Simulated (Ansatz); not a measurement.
## Lattice dynamics of Be2Ge (model cell, started as cuprite)

Wanted: phonon frequencies of Be2Ge (model cell, started as cuprite) and what follows from them.

Program: Ansatz 0.2.0. Level of theory: DFT LDA, scalar-relativistic, plane waves, PAW. Results are calculated unless marked as measured.

The structure was built from a prototype and need not be the compound's stable phase.

**1. Starting point**

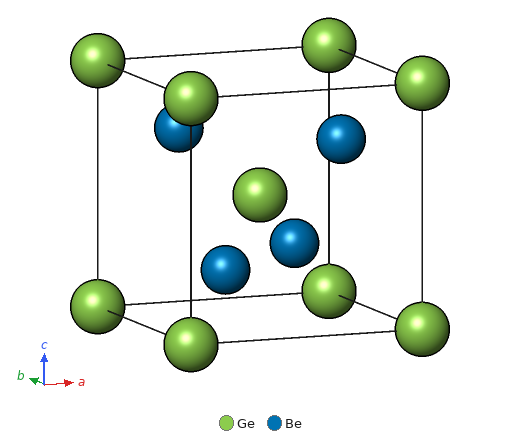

The starting structure, seen slightly off an axis (germanium green, beryllium blue). Some periodic images of atoms are drawn too.

**2. Bringing the structure to rest**

Harmonic phonons are second derivatives at a point where the forces vanish, and they are wanted at zero stress, so atoms and cell are relaxed first.

input.yaml

```yaml
crystal:
  lattice:
    - [4.97907, 0.0, 0.0]
    - [0.0, 4.97907, 0.0]
    - [0.0, 0.0, 4.97907]
  atoms:
    - { symbol: Ge, position: [0.0, 0.0, 0.0] }
    - { symbol: Ge, position: [0.5, 0.5, 0.5] }
    - { symbol: Be, position: [0.25, 0.25, 0.25] }
    - { symbol: Be, position: [0.75, 0.75, 0.25] }
    - { symbol: Be, position: [0.75, 0.25, 0.75] }
    - { symbol: Be, position: [0.25, 0.75, 0.75] }
kpoints:
  mp_grid: { grid: [6, 6, 6] }
hamiltonian:
  xc: lda
scf:
  occupations: { method: gaussian, width: 0.02 }
output:
  forces: true
  stress: true
  eigenvalues: true
  write_density: true
  write_potential: true
  elf: true
  volumetric_format: npy
relax:
  adjacent_minimum: "off"
  f_tol: 0.005
  max_steps: 80
  cell: { stress_tol: 0.05 }
```

The run is started by

```console
ansatz run input.yaml --threads 8 --pin off --max-ram 14336MiB --backend cpu --events-out ev --progress --plain --runs-dir out
```

Numbers of over 12 decimals in the logs are rounded to 6 here.

What it wrote:

```text
Engine: ansatz 0.2.0, aarch64-unknown-linux-gnu
Pseudopotentials: kind: paw
Pseudopotential: Ge, paw, valence charge 14, recommended cutoff 420 eV (normal), Ge.paw.azcp
Pseudopotential: Be, paw, valence charge 2, recommended cutoff 420 eV (normal), Be.paw.azcp
Functional definition: SPW92
  exchange = slater_x
  correlation = pw_c
Crystal: 6 atoms, lattice volume = 123.437 Å³
Basis set: ecut = 420 eV, 2469 PW (Γ)
Bands: 24, of which v1, the nominal top of the filled ones, is band 18 counted from 1 (17 counted from 0)
Symmetry: 48 space group operations
Space group: Pn-3m (ITA 224), of the structure as read, at distance tolerance 5.0e-5 Å
k-points: 20 of 216
Non-local potential: Ge, projectors of the file, l = 0: 2, l = 1: 2, l = 2: 3, l = 3: 1
Non-local potential: Be, projectors of the file, l = 0: 2, l = 1: 2, l = 2: 1
PAW form: soft (Blöchl's): semilocal exchange-correlation on the pseudo side does not see the compensation charge
PAW frozen core: Ge, regenerated for the run's functional, and the local potential with it (the file was generated under x = pbe(κ = 0.804, μ = 0.219515), c = pbe(β = 0.066725))
PAW frozen core: Be, regenerated for the run's functional, and the local potential with it (the file was generated under x = pbe(κ = 0.804, μ = 0.219515), c = pbe(β = 0.066725))
PAW one-centre angular grid: Ge, 590 points (default); XC on 64 Gauss nodes
PAW one-centre angular grid: Be, 110 points (default); XC on 64 Gauss nodes
Initial density: superposition of atomic densities (neutral atoms: chi_scale 0, normalization atom), corrected by the library's trained network
Initial wavefunctions: pseudopotential atomic-orbital guess
Functional: x = slater, c = lda
SCF iter   1: F=—  HF=-8778.606824 eV  |F-HF|=—  |Δ(HF+E_count)|=         —  Δρ=2.76e-3  dr2=1.26e-2  ethr=1.77e-3  ⟨swp⟩=6.8  Hψ=2444  notcnv=0
preconditioner: auto → Resta (q_TF=auto, 2.222 Å⁻¹)  ε∞=5.3  [insulator: Δε(μ)=0.545 eV  Ē_g=6.423 eV  σ=0.020 eV  W_gap=1.00  n_scr=26 (ndim 8)  ℏωp=13.4 eV  f_vac=0.000  D(μ)=0.00/eV (n_scr^D=0)  ε∞_Penn≈5.3]
SCF iter   2: F=—  HF=-8778.599758 eV  |F-HF|=—  |Δ(HF+E_count)|=   7.07e-3  Δρ=1.55e-3  dr2=3.45e-3  ethr=3.49e-5  ⟨swp⟩=2.3  Hψ=779  notcnv=0  defer=15
SCF iter   3: F=—  HF=-8778.598944 eV  |F-HF|=—  |Δ(HF+E_count)|=   8.13e-4  Δρ=6.80e-4  dr2=2.81e-4  ethr=9.59e-6  ⟨swp⟩=2.0  Hψ=845  notcnv=0  defer=15
SCF iter   4: F=—  HF=-8778.598666 eV  |F-HF|=—  |Δ(HF+E_count)|=   2.78e-4  Δρ=2.70e-4  dr2=6.50e-5  ethr=7.80e-7  ⟨swp⟩=2.0  Hψ=688  notcnv=0  defer=15
SCF iter   5: F=—  HF=-8778.598644 eV  |F-HF|=—  |Δ(HF+E_count)|=   2.18e-5  Δρ=5.42e-5  dr2=5.13e-6  ethr=1.80e-7  ⟨swp⟩=2.0  Hψ=648  notcnv=0  defer=15
SCF iter   6: F=—  HF=-8778.598645 eV  |F-HF|=—  |Δ(HF+E_count)|=   1.21e-6  Δρ=4.26e-5  dr2=1.03e-6  ethr=1.43e-8  ⟨swp⟩=2.0  Hψ=609  notcnv=0  defer=15
SCF iter   7: F=-8778.598645 eV  HF=-8778.598645 eV  |F-HF|=3.05e-8  |Δ(HF+E_count)|=   5.65e-7  Δρ=6.08e-6  dr2=2.30e-8  ethr=2.78e-10  ⟨swp⟩=9.8  Hψ=3126  notcnv=0
SCF 1 converged in 7 iterations: F = -8778.598645 eV  dr2 = 2.30e-8
  greatest PAW one-centre occupation: 0.998 electrons in one spin orbital (limit 2), on the Ge atom at site 1 (counted from 0), in its partial waves of l = 2
relax step   1: F+E_penalty+E_count = -8778.59864479 eV  Δ(F+E_penalty+E_count) = +0.000e0 eV  max|allowed force component| = 7.710e-19 eV/Å  Δτ_max = 0.0000 Å  P = -2.315 GPa  Ω = 123.437 Å³  (7 SCF iters, dr2 threshold 1.00e-7 eV, accepted)
Crystal: 6 atoms, lattice volume = 119.275 Å³
Basis set: ecut = 420 eV, 2325 PW (Γ)
Initial density: handed on by an earlier stage of this run
Initial wavefunctions: those handed on with the density
iter 1 solved again at ethr=1.84e-5 eV; its pass at ethr=3.10e-3 eV (dr2=6.63e-3 eV) is discarded
SCF iter   1: F=—  HF=-8778.641122 eV  |F-HF|=—  |Δ(HF+E_count)|=         —  Δρ=1.77e-3  dr2=6.58e-3  ethr=1.84e-5  ⟨swp⟩=1.4  Hψ=2692  notcnv=0
preconditioner: auto → Resta (q_TF=auto, 2.235 Å⁻¹)  ε∞=5.4  [insulator: Δε(μ)=0.491 eV  Ē_g=6.510 eV  σ=0.020 eV  W_gap=1.00  n_scr=26 (ndim 8)  ℏωp=13.6 eV  f_vac=0.000  D(μ)=0.00/eV (n_scr^D=0)  ε∞_Penn≈5.4]
SCF iter   2: F=—  HF=-8778.639601 eV  |F-HF|=—  |Δ(HF+E_count)|=   1.52e-3  Δρ=1.02e-3  dr2=2.20e-3  ethr=1.83e-5  ⟨swp⟩=1.0  Hψ=480  notcnv=0
SCF iter   3: F=—  HF=-8778.638937 eV  |F-HF|=—  |Δ(HF+E_count)|=   6.64e-4  Δρ=1.71e-4  dr2=2.28e-5  ethr=6.11e-6  ⟨swp⟩=2.0  Hψ=625  notcnv=0
SCF iter   4: F=—  HF=-8778.638936 eV  |F-HF|=—  |Δ(HF+E_count)|=   1.69e-6  Δρ=7.36e-5  dr2=5.56e-6  ethr=6.33e-8  ⟨swp⟩=2.5  Hψ=783  notcnv=0
SCF iter   5: F=—  HF=-8778.638936 eV  |F-HF|=—  |Δ(HF+E_count)|=   1.22e-7  Δρ=2.73e-5  dr2=8.58e-7  ethr=1.54e-8  ⟨swp⟩=2.5  Hψ=808  notcnv=0
SCF iter   6: F=-8778.638936 eV  HF=-8778.638936 eV  |F-HF|=1.52e-8  |Δ(HF+E_count)|=   1.37e-8  Δρ=5.56e-6  dr2=3.94e-8  ethr=1.67e-9  ⟨swp⟩=7.8  Hψ=2625  notcnv=0
SCF 2 converged in 6 iterations: F = -8778.638936 eV  dr2 = 3.94e-8
relax step   2: F+E_penalty+E_count = -8778.63893559 eV  Δ(F+E_penalty+E_count) = -4.029e-2 eV  max|allowed force component| = 1.677e-17 eV/Å  Δτ_max = 0.0000 Å  P = -0.713 GPa  Ω = 119.275 Å³  energy of the carried Pulay correction = +4.056e-4 eV  (6 SCF iters, dr2 threshold 6.00e-7 eV, accepted)
Crystal: 6 atoms, lattice volume = 117.513 Å³
Basis set: ecut = 420 eV, 2301 PW (Γ)
iter 1 solved again at ethr=3.71e-6 eV; its pass at ethr=3.10e-3 eV (dr2=1.34e-3 eV) is discarded
SCF iter   1: F=—  HF=-8778.643223 eV  |F-HF|=—  |Δ(HF+E_count)|=         —  Δρ=7.86e-4  dr2=1.26e-3  ethr=3.71e-6  ⟨swp⟩=2.8  Hψ=2629  notcnv=0
preconditioner: auto → Resta (q_TF=auto, 2.240 Å⁻¹)  ε∞=5.4  [insulator: Δε(μ)=0.449 eV  Ē_g=6.546 eV  σ=0.020 eV  W_gap=1.00  n_scr=26 (ndim 8)  ℏωp=13.7 eV  f_vac=0.000  D(μ)=0.00/eV (n_scr^D=0)  ε∞_Penn≈5.4]
SCF iter   2: F=—  HF=-8778.642935 eV  |F-HF|=—  |Δ(HF+E_count)|=   2.88e-4  Δρ=4.47e-4  dr2=4.15e-4  ethr=3.49e-6  ⟨swp⟩=1.0  Hψ=480  notcnv=0
SCF iter   3: F=—  HF=-8778.642806 eV  |F-HF|=—  |Δ(HF+E_count)|=   1.29e-4  Δρ=7.51e-5  dr2=5.24e-6  ethr=1.15e-6  ⟨swp⟩=2.0  Hψ=614  notcnv=0
SCF iter   4: F=—  HF=-8778.642805 eV  |F-HF|=—  |Δ(HF+E_count)|=   7.87e-7  Δρ=3.33e-5  dr2=1.08e-6  ethr=1.67e-9  ⟨swp⟩=10.0  Hψ=3893  notcnv=0
SCF iter   5: F=-8778.642805 eV  HF=-8778.642805 eV  |F-HF|=3.60e-8  |Δ(HF+E_count)|=   1.79e-7  Δρ=8.97e-6  dr2=7.34e-8  ethr=1.67e-9  ⟨swp⟩=8.2  Hψ=3007  notcnv=0
SCF 3 converged in 5 iterations: F = -8778.642805 eV  dr2 = 7.34e-8
relax step   3: F+E_penalty+E_count = -8778.64280509 eV  Δ(F+E_penalty+E_count) = -3.869e-3 eV  max|allowed force component| = 8.866e-18 eV/Å  Δτ_max = 0.0000 Å  P = +0.050 GPa  Ω = 117.513 Å³  energy of the carried Pulay correction = +5.815e-4 eV  (5 SCF iters, dr2 threshold 6.00e-7 eV, accepted)
Initial wavefunctions: pseudopotential atomic-orbital guess (no wavefunctions were taken with the density)
iter 1 solved again at ethr=5.76e-7 eV; its pass at ethr=3.10e-3 eV (dr2=2.07e-4 eV) is discarded
SCF iter   1: F=—  HF=-8778.642269 eV  |F-HF|=—  |Δ(HF+E_count)|=         —  Δρ=2.40e-5  dr2=2.00e-7  ethr=5.76e-7  ⟨swp⟩=2.4  Hψ=3498  notcnv=0
eigensolver tolerance schedule: the retry pair's looser diagonalisation over-reported the residual by 1035.23 of it (diagonalisation noise at 0.24 of the residual, at the tolerance the schedule requests for it); recorded, not acted on — ethr = c·dr2/N_el stays at c = 1.0e-1
preconditioner: auto → Resta (q_TF=auto, 2.240 Å⁻¹)  ε∞=5.4  [insulator: Δε(μ)=0.435 eV  Ē_g=6.540 eV  σ=0.020 eV  W_gap=1.00  n_scr=26 (ndim 8)  ℏωp=13.7 eV  f_vac=0.000  D(μ)=0.00/eV (n_scr^D=0)  ε∞_Penn≈5.4]
SCF iter   2: F=—  HF=-8778.642267 eV  |F-HF|=—  |Δ(HF+E_count)|=   1.75e-6  Δρ=1.75e-5  dr2=1.63e-7  ethr=5.56e-10  ⟨swp⟩=2.0  Hψ=840  notcnv=0
SCF iter   3: F=—  HF=-8778.642267 eV  |F-HF|=—  |Δ(HF+E_count)|=   3.92e-8  Δρ=4.11e-6  dr2=9.37e-9  ethr=4.54e-10  ⟨swp⟩=3.0  Hψ=875  notcnv=0
SCF iter   4: F=—  HF=-8778.642267 eV  |F-HF|=—  |Δ(HF+E_count)|=   8.39e-9  Δρ=8.50e-7  dr2=8.81e-10  ethr=2.60e-11  ⟨swp⟩=2.0  Hψ=680  notcnv=0
SCF iter   5: F=-8778.642267 eV  HF=-8778.642267 eV  |F-HF|=3.64e-12  |Δ(HF+E_count)|=  4.44e-10  Δρ=1.78e-7  dr2=3.68e-11  ethr=1.00e-12  ⟨swp⟩=5.0  Hψ=2248  notcnv=0
SCF 4 converged in 5 iterations: F = -8778.642267 eV  dr2 = 3.68e-11
relax step   4: F+E_penalty+E_count = -8778.64226703 eV  Δ(F+E_penalty+E_count) = +5.381e-4 eV  max|allowed force component| = 8.866e-18 eV/Å  Δτ_max = 0.0000 Å  P = +0.048 GPa  Ω = 117.513 Å³  stress off target by 4.79e-2 GPa  SCF on the basis re-selected at this cell (its energy is not comparable with the rows above)  (5 SCF iters)
basis re-selected at this cell: Δ(F+E_penalty+E_count) = +5.381e-4 eV, ΔP = -0.002 GPa vs the last step (what re-selecting the basis moved, of the pressure what is left beyond the Pulay correction that the steps carried, after the strain that the cell walked since its last selection, with what the two solves' SCF thresholds leave and, on support functions, any second-order correction that the steps lacked; it is no m [...]
SCF converged after 5 iterations
Free energy (F): -8778.642267 eV
Harris-Foulkes:  -8778.642267 eV  (|F-HF|=3.64e-12)
Internal energy: -8778.642267 eV  (E = F + TS)
E sigma→0 (E₀):  -8778.642267 eV
Fermi energy:    3.065542 eV
--- Per-component energies (eV) ---
  E_band       = -393.330536
  E_kinetic    = 291.532515
  E_local      = -5852.762939  (includes V_loc(G=0)·N_el)
  E_nonlocal   = 867.485031
  E_hartree    = 2573.869973
  E_xc         = -221.806049
  E_vxc        = -204.604229  (∫ρ·V_xc dr)
  E_paw        = -4104.092604  (= ΣΔE_a)
  E_vpaw       = -642.721131  (= ΣTr[D̂ρ^β])
  E_aug_tail   = 0.000574  (compensation charges beyond the density's cutoff)
  E_ewald      = -2336.806569
  E_core_change = 3.937801  (= ΣΔE_core)
  E_smearing   = -0.000000  (= −TS)
  E_closure    = 0.000000  (closes the sum)
  Σ components = -8778.642267   (vs F -8778.642267, Δ=0.00e0)
--- Forces (eV/Å), atoms counted from 1 ---
  atom   1  Ge     0.00000000    -0.00000000    -0.00000000
  atom   2  Ge    -0.00000000    -0.00000000     0.00000000
  atom   3  Be     0.00000000     0.00000000    -0.00000000
  atom   4  Be     0.00000000     0.00000000    -0.00000000
  atom   5  Be     0.00000000     0.00000000     0.00000000
  atom   6  Be    -0.00000000     0.00000000    -0.00000000
  max |Σ_I F_I| component: 8.10e-18 eV/Å
--- Stress (GPa, compression-positive) ---
        0.047926       0.000000       0.000000
        0.000000       0.047926       0.000000
        0.000000       0.000000       0.047926
  P = ⅓ Tr σ = 0.0479 GPa (0.479 kbar)
--- Band table (eV; the first three rows and the last of 20) ---
  k-point 0: bands = [... 14 lower, 1.3078, 2.8479, 2.8479, 2.8479, 3.2828, 3.2828, 5.7301, 7.6228, ... 2 higher]
  k-point 1: bands = [... 14 lower, 1.4036, 2.2414, 2.7649, 2.7649, 3.4413, 4.1920, 6.4619, 6.9135, ... 2 higher]
  k-point 2: bands = [... 14 lower, 1.6690, 1.6690, 2.5092, 2.5092, 3.9137, 5.7306, 5.8215, 7.1614, ... 2 higher]
  k-point 19: bands = [... 14 lower, 0.5688, 0.6347, 0.6347, 0.6347, 6.4841, 6.4841, 6.4841, 9.0386, ... 2 higher]
--- Relaxed structure (3 steps of the walk, 3 accepted, 1 SCFs on fresh bases) ---
  F+E_penalty+E_count = -8778.64226703 eV   max|allowed force component| = 8.866e-18 eV/Å   (the final SCF, on the basis selected at the relaxed cell)
  cell:  # Å, volume = 117.5133 Å³
    - [4.898115, 0, 0]
    - [0, 4.898115, 0.0]
    - [0, 0.0, 4.898115]
  atoms:
    - { symbol: Ge, position: [0, 0, 0] }
    - { symbol: Ge, position: [0.5, 0.5, 0.5] }
    - { symbol: Be, position: [0.25, 0.25, 0.25] }
    - { symbol: Be, position: [0.75, 0.75, 0.25] }
    - { symbol: Be, position: [0.75, 0.25, 0.75] }
    - { symbol: Be, position: [0.25, 0.75, 0.75] }
```

It took 2.5 s on 8 threads of Arm Neoverse V2, shared host; peak memory 0.5 GiB.

The steps of the relaxation:

```
step  energy less that of the first step (eV)  largest force component (eV/Å)  pressure (GPa)  volume (Å³)
   1                                   0.0000                          0.0000           -2.31       123.44
   2                                  -0.0403                          0.0000           -0.71       119.28
   3                                  -0.0442                          0.0000            0.05       117.51
  4*                                  -0.0436                          0.0000            0.05       117.51
```

Relaxation steps marked * repeat the geometry before them on a plane-wave basis chosen anew for their cell, so energy and pressure can jump there.

Forces are held to the 48 operations that the run works with; a distortion that breaks them can't arise in this run.

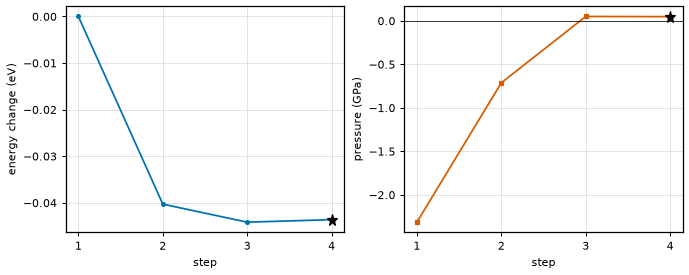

Energy and pressure along the relaxation. Stars mark steps on a basis chosen anew.

```
conventional cell, symmetrised  before  after  change
                         a (Å)   4.979  4.898  -1.6 %
                         b (Å)   4.979  4.898  -1.6 %
                         c (Å)   4.979  4.898  -1.6 %
              volume (Å³/atom)   20.57  19.59  -4.8 %
```

The relaxed structure:

```xyz
6
Lattice="4.8981 0.0000 0.0000 0.0000 4.8981 0.0000 0.0000 0.0000 4.8981" Properties=species:S:1:pos:R:3 pbc="T T T"
Ge    0.0000    0.0000    0.0000
Ge    2.4491    2.4491    2.4491
Be    1.2245    1.2245    1.2245
Be    3.6736    3.6736    1.2245
Be    3.6736    1.2245    3.6736
Be    1.2245    3.6736    3.6736
```

Numbers from this step:

```yaml
pressure: 0.04793 GPa
gap_on_the_k_mesh: 0.4349 eV
volume_per_atom: 19.59 Å³
direct_gap_on_mesh: 0.4349 eV
```

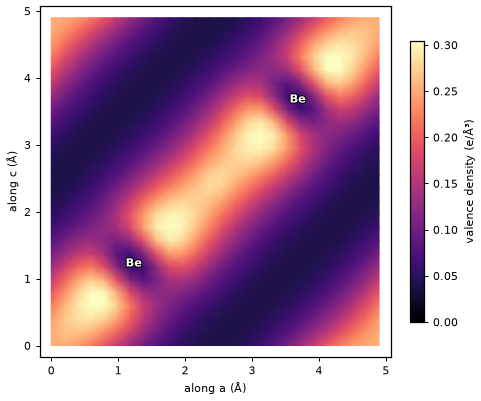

Valence density in the ac plane at fractional y = 0.250, with atoms of Be within 0.2 Å of it. It is the smooth field of the valence electrons, not physical close to the nuclei.

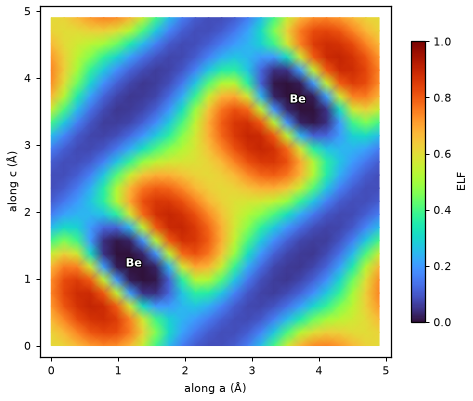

ELF in the ac plane at fractional y = 0.250, with atoms of Be within 0.2 Å of it. It is the smooth field of the valence electrons, not physical close to the nuclei.

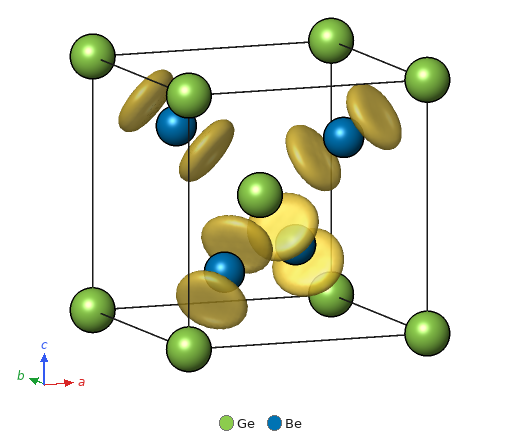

Surface of ELF = 0.85.

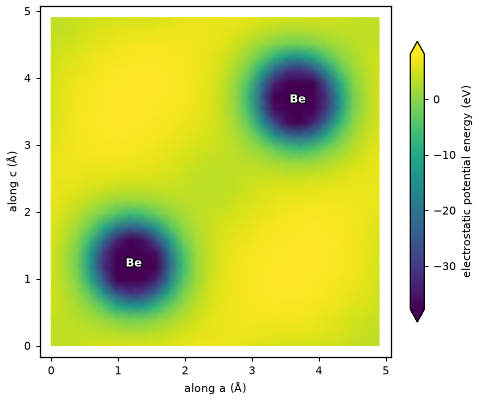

Electrostatic potential energy in the ac plane at fractional y = 0.250, with atoms of Be within 0.2 Å of it. With pseudopotentials it is smooth inside the atoms' cores, unlike the true potential.

In this step the volume went from 20.57 to 19.59 Å³/atom.

**3. Tight relaxation**

Phonons need a cell at rest on their own settings, so the relaxation is repeated with tight tolerances on forces and stress, using the mesh and the filling of the phonon run that follows.

input.yaml

```yaml
crystal:
  lattice:
    - [4.8981152811, 0.0, 0.0]
    - [0.0, 4.8981152811, 0.0]
    - [0.0, 0.0, 4.8981152811]
  atoms:
    - { symbol: Ge, position: [0.0, 0.0, 0.0] }
    - { symbol: Ge, position: [0.5, 0.5, 0.5] }
    - { symbol: Be, position: [0.25, 0.25, 0.25] }
    - { symbol: Be, position: [0.75, 0.75, 0.25] }
    - { symbol: Be, position: [0.75, 0.25, 0.75] }
    - { symbol: Be, position: [0.25, 0.75, 0.75] }
kpoints:
  mp_grid: { grid: [6, 6, 6] }
hamiltonian:
  xc: lda
scf:
  occupations: { method: fixed }
output:
  forces: true
  stress: true
  eigenvalues: true
relax:
  adjacent_minimum: "off"
  f_tol: 0.001
  max_steps: 60
  cell: { stress_tol: 0.01 }
```

What it wrote:

```text
[...]
Crystal: 6 atoms, lattice volume = 117.513 Å³
Basis set: ecut = 420 eV, 2301 PW (Γ)
Bands: 24, of which v1, the nominal top of the filled ones, is band 18 counted from 1 (17 counted from 0)
Symmetry: 48 space group operations
[...]
k-points: 20 of 216
[...]
cell:  # Å, volume = 117.6203 Å³
    - [4.899602, 0, 0.0]
    - [0, 4.899602, 0.0]
    - [0.0, 0.0, 4.899602]
  atoms:
    - { symbol: Ge, position: [0, 0, 0] }
    - { symbol: Ge, position: [0.5, 0.5, 0.5] }
    - { symbol: Be, position: [0.25, 0.25, 0.25] }
    - { symbol: Be, position: [0.750000, 0.750000, 0.25] }
    - { symbol: Be, position: [0.750000, 0.25, 0.750000] }
    - { symbol: Be, position: [0.25, 0.750000, 0.750000] }
[key lines of the parts left out:]
SCF converged after 6 iterations
Free energy (F): -8778.642281 eV
Fermi energy:    2.841595 eV
P = ⅓ Tr σ = 0.0001 GPa (0.001 kbar)
```

The job ended after 2 s (8 threads; peak memory 0.49 GiB).

Little changed from the start: no atom moved by 0.005 Å and no cell edge by 0.1 %.

This step gave:

```yaml
pressure: 1.06e-4 GPa
gap_on_the_k_mesh: 0.4364 eV
volume_per_atom: 19.60 Å³
direct_gap_on_mesh: 0.4364 eV
```

The forces vanish by symmetry and the pressure is 0.000 GPa, within the tolerances set. The cell now holds 19.60 Å³/atom.

[end of part 1 of 2]

[Logs are printed without paths, hosts, clocks, repeated set-up lines and the standing remarks that a program may print on its own settings, such as how far it seeks lower states.]

[Hosts, paths, dates, database ids (printed as entryN), source tags and the programs' standing remarks are cut or masked in the printed files.]
